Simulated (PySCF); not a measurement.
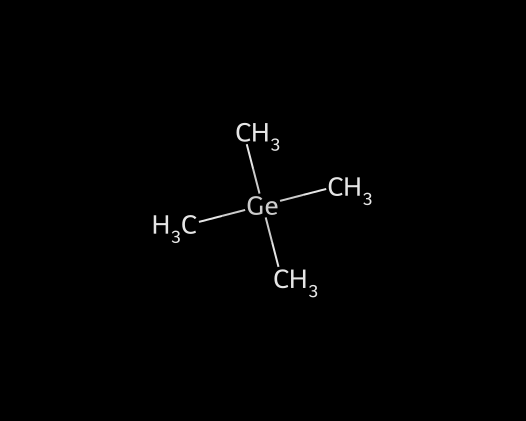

Simulated data, not a measurement (program: PySCF).

2D structure.

Give its SMILES.

Answer. [CH3][Ge]([CH3])([CH3])[CH3]

What is the molecular formula?

Answer. C4H12Ge.

An optimisation with PBE0-D3(BJ)/def2-SVP gave a structure of which point group?

Answer. Td.
